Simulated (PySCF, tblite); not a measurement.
# C5H7B2O radical: geometry, infrared bands and EPR parameters

Wanted: the infrared bands and EPR parameters of C5H7B2O radical (`[BH]OBC/C=C\C#C`), by calculation.

The runs use tblite 0.8.0 and PySCF 2.14.0, with density-fitted response routines of our own; the level of theory stands in each step. All values are computed, except where a source is named. Atoms count from 0, in the outputs and in this text.

## (1) The starting structure

15 atoms, charge 0, multiplicity 2; geometry from: force field or distance geometry start.

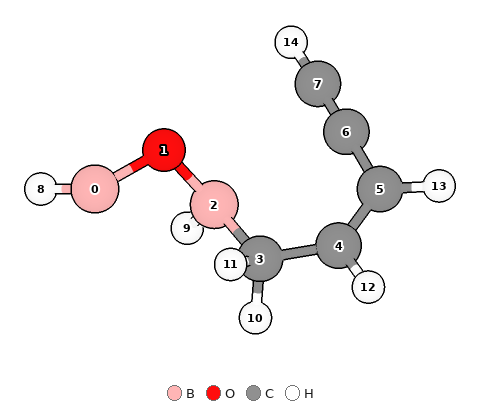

As it starts; boron pink, oxygen red, carbon grey, hydrogen white, atoms numbered.

## (2) Geometry optimisation with GFN2-xTB

What the job is given:

```
{"job": {"kind": "relax", "xc": "GFN2-xTB", "basis": "xTB"}, "charge": 0, "multiplicity": 2}
B     -2.899400     0.467400     0.530100
O     -1.523800     0.930100     0.564300
B     -0.821700     0.335200    -0.591000
C     -0.303900    -1.085600    -0.513700
C      1.084400    -1.381000    -0.236400
C      2.057100    -0.513000    -0.054700
C      1.764000     0.894000    -0.101900
C      1.511000     2.071100    -0.138700
H     -3.783600     1.079400     0.024800
H     -1.307200     0.695000    -1.635200
H     -0.589500    -1.663700    -1.442300
H     -0.911900    -1.623400     0.292600
H      1.390500    -2.439700    -0.183000
H      3.073000    -0.864500     0.133600
H      1.256800     3.106600    -0.176000
```

On the command line:

```
OMP_NUM_THREADS=1 python probes_run.py task.json out
```

This one command runs all jobs of the session in turn.

Standard output:

```text
step      E/eV     max force
  0    -561.46300    3.869
  1    -562.01149    2.350
  2    -562.02392    5.994
  3    -562.21340    2.020
  4    -562.27716    1.140
  5    -562.35286    0.990
  6    -562.53473    0.842
  7    -562.59516    0.961
  8    -562.58065    2.755
  9    -562.68784    0.909
 10    -562.75247    0.828
 11    -562.89329    1.574
 12    -562.97531    1.014
 13    -563.02272    1.040
 14    -563.25125    1.379
 15    -563.31398    1.009
 16    -563.37862    0.570
 17    -563.41477    0.468
 18    -563.44906    0.579
 19    -563.47612    0.665
 20    -563.50737    0.562
 21    -563.54394    0.580
 22    -563.57613    0.439
 23    -563.59942    0.401
 24    -563.60912    0.229
 25    -563.61503    0.245
 26    -563.62051    0.196
 27    -563.62542    0.148
 28    -563.62959    0.186
 29    -563.63392    0.244
 30    -563.63887    0.271
 31    -563.64439    0.224
 32    -563.64961    0.152
 33    -563.65359    0.164
 34    -563.65676    0.143
 35    -563.65960    0.143
 36    -563.66218    0.113
 37    -563.66425    0.116
 38    -563.66616    0.127
 39    -563.66839    0.137
 40    -563.67108    0.130
 41    -563.67368    0.133
 42    -563.67580    0.120
 43    -563.67757    0.119
 44    -563.67953    0.127
 45    -563.68155    0.114
 46    -563.68308    0.079
 47    -563.68397    0.079
 48    -563.68463    0.069
 49    -563.68538    0.075
 50    -563.68626    0.087
 51    -563.68697    0.074
 52    -563.68745    0.054
 53    -563.68789    0.063
 54    -563.68847    0.062
 55    -563.68916    0.071
 56    -563.68976    0.064
 57    -563.69013    0.062
 58    -563.69045    0.063
 59    -563.69089    0.056
 60    -563.69157    0.063
 61    -563.69246    0.082
 62    -563.69348    0.108
 63    -563.69466    0.111
 64    -563.69619    0.096
 65    -563.69840    0.134
 66    -563.70129    0.172
 67    -563.70474    0.168
 68    -563.70866    0.198
 69    -563.71341    0.179
 70    -563.71774    0.186
 71    -563.72148    0.149
 72    -563.72320    0.095
 73    -563.72418    0.108
 74    -563.72481    0.077
 75    -563.72588    0.091
 76    -563.72655    0.131
 77    -563.72695    0.054
 78    -563.72730    0.062
 79    -563.72771    0.079
 80    -563.72822    0.115
 81    -563.72863    0.073
 82    -563.72892    0.043
 83    -563.72929    0.058
 84    -563.72983    0.123
 85    -563.73058    0.157
 86    -563.73148    0.148
 87    -563.73248    0.079
 88    -563.73345    0.074
 89    -563.73425    0.079
 90    -563.73470    0.044
 91    -563.73501    0.043
 92    -563.73523    0.048
 93    -563.73547    0.060
 94    -563.73568    0.046
 95    -563.73580    0.023
 96    -563.73586    0.020
 97    -563.73591    0.019
 98    -563.73596    0.020
 99    -563.73601    0.018
100    -563.73604    0.014
101    -563.73607    0.011
102    -563.73609    0.012
103    -563.73613    0.021
104    -563.73620    0.036
105    -563.73630    0.031
106    -563.73641    0.052
107    -563.73651    0.046
108    -563.73663    0.028
109    -563.73680    0.036
110    -563.73709    0.052
111    -563.73745    0.067
112    -563.73787    0.074
113    -563.73831    0.065
114    -563.73869    0.075
115    -563.73931    0.142
116    -563.74005    0.097
117    -563.74117    0.092
118    -563.74144    0.160
119    -563.74290    0.143
120    -563.74431    0.120
121    -563.74524    0.126
122    -563.74659    0.079
123    -563.74816    0.110
124    -563.74974    0.135
125    -563.74726    0.384
126    -563.75181    0.112
127    -563.75262    0.121
128    -563.75381    0.074
129    -563.75422    0.104
130    -563.75491    0.079
131    -563.75690    0.108
132    -563.75885    0.085
133    -563.76078    0.099
134    -563.76229    0.085
135    -563.76345    0.083
136    -563.76436    0.089
137    -563.76529    0.096
138    -563.76620    0.090
139    -563.76719    0.124
140    -563.76831    0.130
141    -563.76965    0.154
142    -563.77080    0.188
143    -563.77183    0.146
144    -563.77264    0.118
145    -563.77340    0.098
146    -563.77432    0.094
147    -563.77624    0.144
148    -563.77809    0.151
149    -563.78106    0.279
150    -563.78483    0.111
151    -563.78546    0.420
152    -563.78277    0.372
153    -563.79026    0.418
154    -563.79272    0.298
155    -563.79447    0.075
156    -563.79608    0.085
157    -563.79808    0.118
158    -563.79989    0.076
159    -563.80072    0.121
160    -563.80104    0.186
161    -563.80220    0.136
162    -563.80282    0.146
163    -563.80325    0.086
164    -563.80364    0.072
165    -563.80401    0.052
166    -563.80464    0.061
167    -563.80517    0.057
168    -563.80581    0.208
169    -563.80655    0.187
170    -563.80704    0.081
171    -563.80753    0.159
172    -563.80805    0.121
173    -563.80889    0.113
174    -563.80962    0.091
175    -563.81027    0.115
176    -563.81089    0.090
177    -563.81149    0.104
178    -563.81208    0.078
179    -563.81288    0.109
180    -563.81343    0.058
181    -563.81439    0.168
182    -563.81532    0.094
183    -563.81643    0.102
184    -563.81717    0.095
185    -563.81789    0.079
186    -563.81859    0.075
187    -563.81941    0.093
188    -563.82042    0.083
189    -563.82149    0.091
190    -563.82168    0.217
191    -563.82308    0.123
192    -563.82359    0.046
193    -563.82405    0.043
194    -563.82436    0.054
195    -563.82464    0.065
196    -563.82489    0.083
197    -563.82507    0.063
198    -563.82523    0.041
199    -563.82540    0.040
200    -563.82557    0.028
201    -563.82574    0.051
202    -563.82582    0.048
203    -563.82589    0.049
204    -563.82596    0.060
205    -563.82604    0.043
206    -563.82618    0.033
207    -563.82631    0.026
208    -563.82643    0.020
209    -563.82652    0.043
210    -563.82659    0.037
211    -563.82661    0.053
212    -563.82669    0.017
213    -563.82672    0.025
214    -563.82679    0.014
215    -563.82682    0.022
216    -563.82686    0.016
217    -563.82689    0.023
218    -563.82691    0.020
219    -563.82694    0.016
220    -563.82695    0.010
221    -563.82696    0.014
222    -563.82695    0.013
223    -563.82698    0.006
```

Wall time 1.5 s (1 thread of Arm Neoverse V1, shared host).

Along the way: (not every step is listed) (the energy doesn't fall at every step)

```csv
step,energy from step 0 (eV),largest force (eV/Å)
0,0.0000,3.8686
1,-0.5485,2.3499
2,-0.5609,5.9943
3,-0.7504,2.0203
4,-0.8142,1.1397
5,-0.8899,0.9899
6,-1.0717,0.8420
7,-1.1322,0.9613
8,-1.1177,2.7547
29,-2.1709,0.2437
50,-2.2233,0.0866
71,-2.2585,0.1491
92,-2.2722,0.0481
113,-2.2753,0.0650
134,-2.2993,0.0851
155,-2.3315,0.0749
176,-2.3479,0.0897
197,-2.3621,0.0629
218,-2.3639,0.0198
219,-2.3639,0.0162
220,-2.3640,0.0103
221,-2.3640,0.0139
222,-2.3640,0.0132
223,-2.3640,0.0061
```

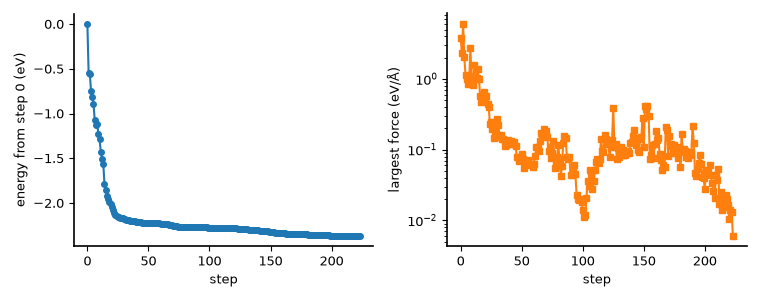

Energy and largest force along the relaxation.

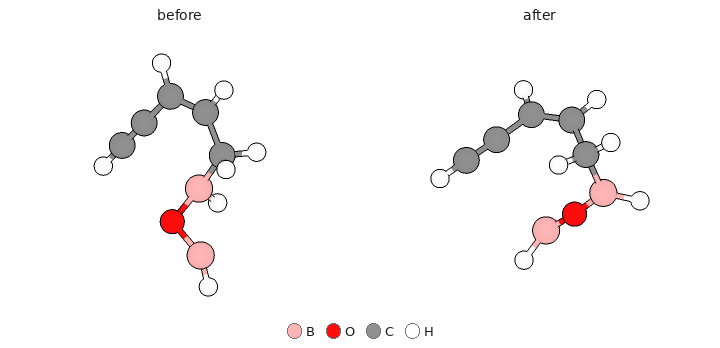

The geometry before (left) and after (right).

Distances of close pairs at the start and the end, largest changes first:

```csv
bond,before (Å),after (Å),change (Å)
B0–O1,1.452,1.252,-0.200
O1–B2,1.477,1.325,-0.152
B2–C3,1.514,1.615,+0.100
C3–H11,1.144,1.092,-0.052
C3–C4,1.446,1.492,+0.045
C3–H10,1.131,1.089,-0.041
B2–H9,1.206,1.177,-0.029
C5–C6,1.438,1.409,-0.029
```

The final coordinates are the input of the step that follows.

## (3) Harmonic vibrations with GFN2-xTB

What the job is given:

```
{"job": {"kind": "ir", "xc": "GFN2-xTB", "basis": "xTB"}, "charge": 0, "multiplicity": 2}
B     -1.582789     1.805630    -0.971726
O     -1.588277     0.554783    -1.013209
B     -1.456593    -0.762107    -1.085779
C     -0.306003    -1.442758    -0.180422
C      0.988184    -1.012976    -0.784587
C      1.704239     0.038876    -0.373472
C      1.362414     0.831956     0.739918
C      1.094715     1.512126     1.694315
H     -2.163803     2.590043    -0.343296
H     -2.111006    -1.358852    -1.861176
H     -0.378552    -2.529639    -0.182659
H     -0.355431    -1.089024     0.851287
H      1.316298    -1.565540    -1.655297
H      2.613924     0.327752    -0.886165
H      0.858265     2.107721     2.524702
```

Standard output:

```text
mode    cm-1     km/mol
  1      16.2      0.46
  2      44.7      0.18
  3     108.0      1.28
  4     141.1      1.95
  5     184.7      0.16
  6     265.9      1.08
  7     307.7      4.50
  8     327.2      0.44
  9     416.5      1.06
 10     464.0      1.04
 11     538.2     34.29
 12     574.1     14.92
 13     615.9     15.54
 14     656.4    183.32
 15     678.4     11.25
 16     683.4     17.80
 17     768.8      6.26
 18     816.0      9.74
 19     897.2      0.27
 20     927.4     21.69
 21     955.5     11.65
 22     995.0     13.94
 23    1042.5      9.23
 24    1123.5     39.37
 25    1172.6     63.80
 26    1211.1     23.30
 27    1236.1      0.79
 28    1344.0     11.66
 29    1466.9      2.56
 30    1610.8     89.22
 31    1645.9     52.65
 32    2245.6     10.33
 33    2567.6    182.82
 34    2668.8    144.09
 35    2975.6     22.55
 36    3000.9     50.74
 37    3031.8     28.14
 38    3058.8     78.26
 39    3394.1      2.11
```

Run time: 0.47 s. Hardware: 1 thread of Arm Neoverse V1, shared host.

Which atoms move in the most intense modes:

```csv
cm⁻¹,km/mol,atoms
656,183.3,"H8 56 %, B0 17 %, B2 10 %"
1173,63.8,"B2 33 %, H11 22 %, H13 12 %"
1611,89.2,"O1 53 %, B0 34 %"
1646,52.6,"C4 47 %, C5 43 %"
2568,182.8,H9 92 %
2669,144.1,H8 90 %
3001,50.7,H10 93 %
3059,78.3,H12 85 %
```

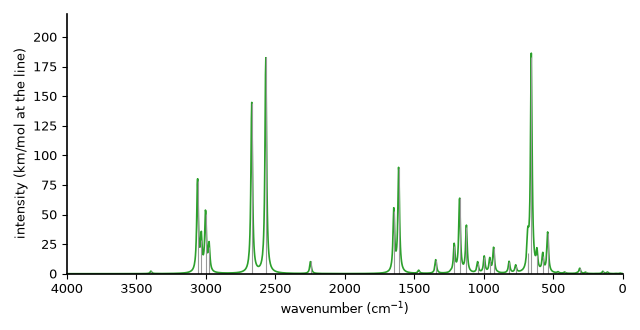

The infrared spectrum from these modes, unscaled. Lines are broadened to a width of 14 cm⁻¹ (Lorentzian).

## (4) g tensor and hyperfine couplings: B3LYP/pcH-1

Same as in step 3 but for these lines:

```diff
@@ -1,2 +1,2 @@
-{"job": {"kind": "ir", "xc": "GFN2-xTB", "basis": "xTB"}, "charge": 0, "multiplicity": 2}
+{"job": {"kind": "epr", "basis": "pcH-1"}, "charge": 0, "multiplicity": 2}
 B     -1.582789     1.805630    -0.971726
```

With the program's defaults for keys left out, this is: UKS B3LYP, pcH-1 on B C H O, non-relativistic, mean-field spin-orbit, GIAO.

Standard output:

```text
UKS, coarse grid
  cycle   1  E = -319.48880188  |g| = 5.30e-01
  cycle   2  E = -319.30095202  |g| = 8.84e-01
  cycle   3  E = -319.60359242  |g| = 1.30e-01
  cycle   4  E = -319.61047912  |g| = 4.42e-02
  cycle   5  E = -319.61117948  |g| = 2.84e-02
  cycle   6  E = -319.61159204  |g| = 8.27e-03
  cycle   7  E = -319.61163150  |g| = 3.19e-03
  cycle   8  E = -319.61163701  |g| = 1.78e-03
  cycle   9  E = -319.61163848  |g| = 5.27e-04
UKS, final grid
  cycle   1  E = -319.61161812  |g| = 8.42e-04
  cycle   2  E = -319.61161728  |g| = 1.58e-03
  cycle   3  E = -319.61161846  |g| = 1.87e-04
  cycle   4  E = -319.61161847  |g| = 4.01e-05
  cycle   5  E = -319.61161848  |g| = 2.94e-05
E = -319.61161848 Eh   <S^2> = 0.7532 (exact 0.7500)
g shifts (ppm)      1          2          3
  rmc           -91        -91        -91
  gc             18         11          0
  oz_so       -1731        -58         59
  total       -1803       -138        -32
hyperfine (MHz)  atom isotope    a_iso     a_fc   dipolar eigenvalues
    0   11B     349.22     349.22    -38.75    -34.98     73.73
    1   17O     -21.71     -21.71     -8.61      2.03      6.58
    2   11B      13.45      13.45    -10.51     -8.42     18.93
    3   13C      -5.59      -5.59     -0.68      0.17      0.51
    4   13C       7.97       7.97     -1.10     -0.28      1.38
    5   13C       1.50       1.50     -0.89     -0.70      1.59
    6   13C      -0.38      -0.38     -0.47      0.10      0.38
    7   13C       1.57       1.57     -1.62     -1.21      2.83
    8    1H     102.08     102.08    -16.01     -2.22     18.22
    9    1H     -14.88     -14.88     -4.87     -0.74      5.61
   10    1H       0.28       0.28     -1.13     -0.90      2.04
   11    1H      12.45      12.45     -1.59     -0.87      2.46
   12    1H      -0.16      -0.16     -1.07     -0.74      1.81
   13    1H      -0.40      -0.40     -1.19     -0.75      1.94
   14    1H      -1.27      -1.27     -1.31     -0.47      1.78
```

Wall time 73 s (1 thread of Arm Neoverse V1, shared host); peak memory 1 GiB.

Principal g values 2.00052, 2.00218, 2.00229; g(iso) = 2.00166, against 2.00232 for a free electron.

Hyperfine couplings; where a row names several nuclei, a(iso) is their mean (it holds for fast rotation or exchange) and the dipolar term the largest among them:

```csv
nuclei,isotope,a(iso) (MHz),"a(iso) (G, at g = 2.0023)",largest dipolar term (MHz)
B0,11B,349.2,124.6,73.7
H8,1H,102.1,36.4,18.2
O1,17O,-21.7,-7.7,-8.6
H9,1H,-14.9,-5.3,5.6
B2,11B,13.4,4.8,18.9
C4,13C,8.0,2.8,1.4
"H10, H11",1H,6.4,2.3,2.5
C3,13C,-5.6,-2.0,-0.7
C7,13C,1.6,0.6,2.8
C5,13C,1.5,0.5,1.6
H14,1H,-1.3,-0.5,1.8
H13,1H,-0.4,-0.1,1.9
C6,13C,-0.4,-0.1,-0.5
H12,1H,-0.2,-0.1,1.8
```

Mulliken spin populations:

B0 0.84; O1 -0.04; B2 0.19; C3 -0.02; C4 0.00; C5 0.01; C6 -0.01; C7 0.02; H8 0.02; H9 -0.01; H10 0.00; H11 0.00; H12 0.00; H13 0.00; H14 0.00

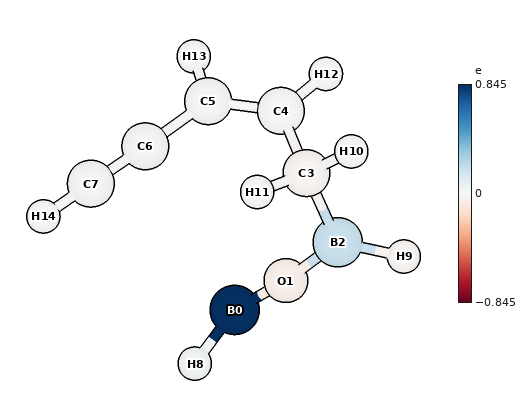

Mulliken spin populations, as colours on the atoms.

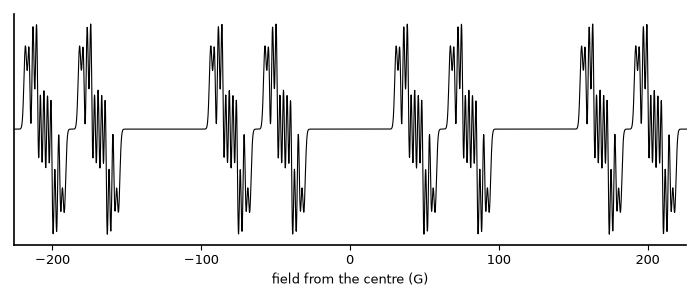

First-order isotropic spectrum (first derivative, main isotopes with spin only, couplings over 0.8 MHz, Gaussian width 1.1 G; couplings of the frozen geometry, rotation of groups not averaged beyond the rows shown).

Orbitals, density, ELF and potential are computed afterwards from the orbital file.

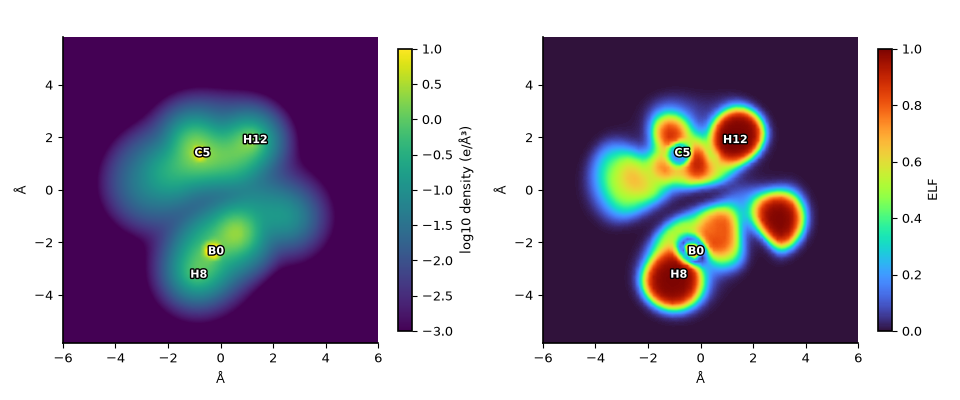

Density (left) and ELF (right) in a plane through or near 4 of the atoms.

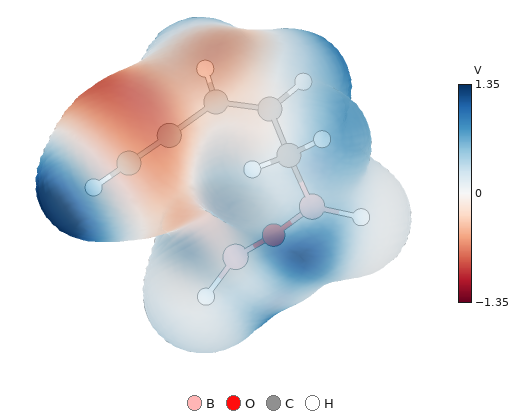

The potential that a unit positive charge feels on the 0.002 e/bohr³ surface, from -0.80 V near C7 to 1.35 V near H14.

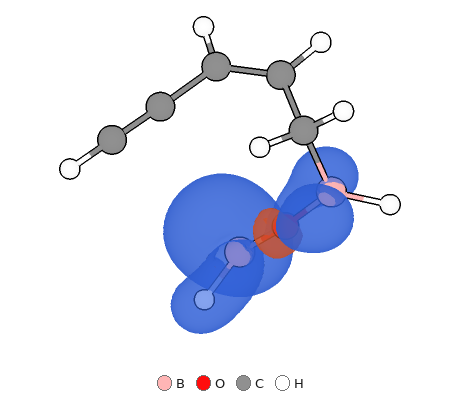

Spin density at ±0.02 e/Å³ (alpha excess blue, beta excess red).

## (5) Summary of results

| quantity | value |
| --- | --- |
| strongest single infrared mode (GFN2-xTB) | 656 cm⁻¹, 183 km/mol |
| zero-point energy (GFN2-xTB) | 66.0 kcal/mol |
| g(iso) (B3LYP) | 2.00166 |
| ⟨S²⟩ | 0.753 (exact 0.75) |
| largest a(iso) (averaged by class) | 11B on B0, 349.2 MHz |
| potential on the surface of density 0.002 e/bohr³, 1st and 99th percentile | -0.80 V and 1.35 V |

In words: The optimisation took 223 steps and gained 2.364 eV; among the close pairs (by a distance rule), B0–O1 changed most, from 1.452 to 1.252 Å. All 39 modes are real, so the xTB geometry is a minimum. The strongest single mode, at 656 cm⁻¹, moves mainly H8. Unscaled tight-binding wavenumbers are off by several per cent, some by more. Its intensities can rank the bands wrongly. B0 carries the largest spin population, 0.84 e. The isotropic g lies 0.7 ppt below the free-electron value. These values are for one conformer; the search (at its own cheap level) found 2 more, at 0.10, 1.44 kcal/mol, and measured spectra average over such forms.
